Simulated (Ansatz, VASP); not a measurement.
# P (black phosphorene monolayer): VASP beside Ansatz, part 2 of 2

One calculation is typed for both programs; each brings its own data sets. How far apart do they land?  Valence electrons are named where the data sets of a main pair hold unlike numbers.

VASP 6.6.1 and Ansatz 0.2.0.

So far: The structure; Ansatz: band structure, PBE with D3(BJ); VASP: band structure, PBE with D3(BJ).

## (3) VASP: band structure, PBE with D3(BJ) (continued)

Level of this step: PBE with D3(BJ); plane waves and PAW (P) (VASP).

Numbers of over 12 decimals in the logs are rounded to 6 here.

From OUTCAR (step 3):

```text
ion  position               nearest neighbor table
   1  0.083  0.000  0.448-   2 2.22   2 2.22   3 2.24
   2  0.417  0.500  0.448-   1 2.22   1 2.22   4 2.24
   3  0.917  0.000  0.552-   4 2.22   4 2.22   1 2.24
   4  0.583  0.500  0.552-   3 2.22   3 2.22   2 2.24

  LATTYP: Found a simple orthorhombic cell.
 ALAT       =     3.2895064626
 B/A-ratio  =     1.3495601952
 C/A-ratio  =     6.1528986886

 Subroutine GETGRP returns: Found  4 space group operations
 (whereof  4 operations were pure point group operations)

The static configuration has the point symmetry C_2h.

 Found     30 irreducible k-points:

   k-points           NKPTS =     30   k-points in BZ     NKDIM =     30   number of bands    NBANDS=     24

   dimension x,y,z NGX =    20 NGY =   16 NGZ =   96
   dimension x,y,z NGXF=    40 NGYF=   32 NGZF=  192

   ENCUT  =  340.0 eV  24.99 Ry    5.00 a.u.   6.67  4.95 30.43*2*pi/ulx,y,z

   NELECT =      20.0000    total number of electrons

 k-points in reciprocal lattice and weights: Automatic mesh
   0.00000000  0.00000000  0.00000000       0.013
   0.12500000  0.00000000  0.00000000       0.025
   0.25000000  0.00000000  0.00000000       0.025
   0.37500000  0.00000000  0.00000000       0.025
   0.50000000  0.00000000  0.00000000       0.013
   0.00000000  0.10000000  0.00000000       0.025
   0.12500000  0.10000000  0.00000000       0.050
   0.25000000  0.10000000  0.00000000       0.050
   0.37500000  0.10000000  0.00000000       0.050
[...]
0.37500000  0.50000000  0.00000000       0.025
   0.50000000  0.50000000  0.00000000       0.013

 dipolmoment           0.000000      0.000000      0.000000 electrons x Angstroem

 average (electrostatic) potential at core
       1 -91.0883       2 -91.0882       3 -91.0883       4 -91.0882

 E-fermi :  -1.7014

 k-point     1 :       0.0000    0.0000    0.0000
  band No.  band energies     occupation
    ...
      6      -6.6285      2.00000
      7      -5.5506      2.00000
      8      -3.9649      2.00000
      9      -3.8497      2.00000
     10      -2.0875      1.99911
     11      -1.3470      0.00167
     12      -0.5085      0.00000
     13       0.6612      0.00000
     14       1.3808      0.00000
     15       2.2750      0.00000
    ...

 k-point     2 :       0.1250    0.0000    0.0000
  band No.  band energies     occupation
    ...
      6      -6.4144      2.00000
      7      -5.4845      2.00000
      8      -3.8966      2.00000
      9      -3.5179      2.00000
     10      -2.6792      2.00000
     11      -0.8286      0.00000
     12      -0.4408      0.00000
     13       0.4974      0.00000
     14       1.2701      0.00000
     15       2.4490      0.00000
    ...

 k-point     3 :       0.2500    0.0000    0.0000
  band No.  band energies     occupation
    ...
      6      -5.4643      2.00000
      7      -5.2936      2.00000
      8      -4.0481      2.00000
      9      -3.5548      2.00000
     10      -2.6796      2.00000
     11      -0.3100      0.00000
     12      -0.0128      0.00000
     13       0.0759      0.00000
     14       1.0994      0.00000
     15       2.7595      0.00000
    ...

 Edisp (eV)   -0.99285

  Total      -0.02556     0.04136    -0.02710     0.00000     0.00000    -0.01356
  in kB      -0.13857     0.22418    -0.14691     0.00000     0.00000    -0.07351
  external pressure =       -0.02 kB  Pullay stress =        0.00 kB

  energy-cutoff  :      340.00
  volume of cell :      295.57
      direct lattice vectors                 reciprocal lattice vectors
     4.439386984  0.000000000  0.000000000     0.225256326  0.000000000  0.000000000
     0.000000000  3.289506463  0.000000000     0.000000000  0.303996971  0.000000000
     0.000000000  0.000000000 20.240000000     0.000000000  0.000000000  0.049407115

 POSITION                                       TOTAL-FORCE (eV/Angst)
 -----------------------------------------------------------------------------------
      0.36692      0.00000      9.06110         0.007646      0.000000     -0.010762
      1.85162      1.64475      9.06058        -0.001266      0.000000     -0.000296
      4.07246      0.00000     11.17890        -0.007646      0.000000      0.010762
      2.58776      1.64475     11.17942         0.001266     -0.000000      0.000296
 -----------------------------------------------------------------------------------
    total drift:                                0.000000     -0.000000     -0.000000

  FREE ENERGIE OF THE ION-ELECTRON SYSTEM (eV)
  ---------------------------------------------------
  free  energy   TOTEN  =       -22.4208681971 eV

  energy  without entropy=      -22.4208461341  energy(sigma->0) =      -22.42085717

 vacuum level on the upper side and lower side of the slab         2.828         2.828

 total charge
# of ion       s       p       d       tot
------------------------------------------
    1        1.080   1.388   0.000   2.469
    2        1.080   1.388   0.000   2.468
    3        1.080   1.388   0.000   2.469
    4        1.080   1.388   0.000   2.468
--------------------------------------------------
tot          4.322   5.553   0.000   9.874

[... 3 further parts left out ...]
```

Within 0.02 Å the cell has space group Pmna; at a tight tolerance a small distortion makes it P2/m.

## (4) Comparison

Known differences besides the potentials themselves: the cutoff is 420 eV in Ansatz and 340 eV in VASP (PREC = Normal); VASP leaves aspherical gradient terms in its spheres out (LASPH is not set), Ansatz keeps them. Total energies have different zeros and are not compared.

Both answers:

```csv
quantity,Ansatz,VASP,difference
gap over the path points (eV),0.730,0.739,-0.009
```

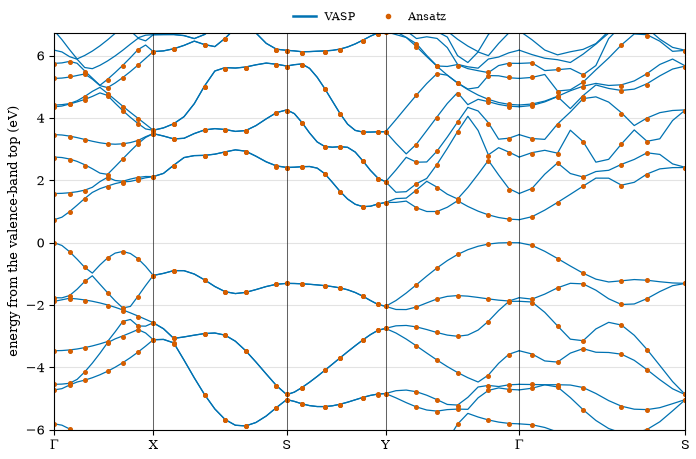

Bands from VASP (lines) and levels from Ansatz (dots). Dots without a line are higher empty bands that the VASP plot leaves out.

Levels at points of the path, from each program's valence-band top (eV; 4 filled, then empty):

```
k (reciprocal lattice)                                  Ansatz                                    VASP
     0.000 0.000 0.000   -3.48 -1.88 -1.78 0.00 0.73 1.55 2.71   -3.46 -1.88 -1.76 0.00 0.74 1.58 2.75
    -0.077 0.000 0.000  -3.46 -1.80 -1.70 -0.29 0.99 1.57 2.65  -3.44 -1.78 -1.70 -0.29 0.99 1.60 2.68
    -0.154 0.000 0.000  -3.38 -1.86 -1.24 -0.79 1.41 1.66 2.47  -3.37 -1.84 -1.24 -0.79 1.42 1.69 2.50
    -0.269 0.000 0.000  -3.19 -2.02 -1.60 -0.49 1.80 2.06 2.18  -3.17 -2.00 -1.60 -0.49 1.82 2.10 2.19
    -0.346 0.000 0.000  -2.54 -2.18 -2.10 -0.28 1.92 1.95 2.68  -2.52 -2.16 -2.09 -0.28 1.95 1.97 2.69
    -0.423 0.000 0.000  -2.67 -2.37 -1.73 -0.52 2.00 2.07 3.17  -2.67 -2.35 -1.72 -0.51 2.02 2.09 3.17
    -0.500 0.000 0.000  -2.59 -2.58 -1.06 -1.06 2.09 2.10 3.48  -2.57 -2.56 -1.05 -1.05 2.12 2.12 3.50
   -0.500 -0.077 0.000  -3.07 -3.07 -0.90 -0.90 2.46 2.46 3.31  -3.07 -3.07 -0.90 -0.89 2.48 2.49 3.33
   -0.500 -0.192 0.000  -2.92 -2.91 -1.20 -1.19 2.78 2.78 3.61  -2.92 -2.91 -1.19 -1.19 2.80 2.80 3.62
   -0.500 -0.269 0.000  -2.97 -2.97 -1.57 -1.57 2.89 2.89 3.62  -2.97 -2.96 -1.57 -1.57 2.91 2.91 3.63
```

At this near-relaxed geometry the largest component of a force difference is 33 meV/Å. Among the levels compared at these points, filled levels agree within 20 meV and empty ones within 34 meV. With vacuum in the cell, a pressure given here is an average over mostly empty space and none of the material.

## (5) Further runs

Further runs change the set-up of one program: Ansatz's method, potentials or start, or VASP's data sets, cutoff or form of LDA. The table gives Ansatz less VASP for each quantity, since a change that brings one quantity closer may part another.

```
                                       run  r.m.s. force difference (meV/Å)  gap over the path points (eV)
                                  as above                               27                        -0.0085
   Ansatz's larger PAW set (cutoff 510 eV)                               25                        -0.0024
norm-conserving potentials (cutoff 599 eV)                               32                        -0.0090
```

## (6) Summary of results

```
r.m.s. force difference (band structure, PBE with D3(BJ)) : 27 meV/Å
```

The r.m.s. force difference is 27 meV/Å (band structure, PBE with D3(BJ)), beyond the 12 meV/Å picked in this series as the mark of a large difference. Band structure, PBE with D3(BJ), Ansatz's larger PAW set (cutoff 510 eV): the difference in gap over the path points goes from -0.0085 to -0.0024 eV. Such differences can come from data sets, numerical settings and the points named under the comparisons, not from the functional's error against experiment.

[Lines on the potential files, build, host, timing and source positions are cut from VASP's logs without a mark.]

[Logs are printed without paths, hosts, clocks, repeated set-up lines and the standing remarks that a program may print on its own settings, such as how far it seeks lower states.]

[Hosts, paths, dates, database ids (printed as entryN), source tags and the programs' standing remarks are cut or masked in the printed files.]
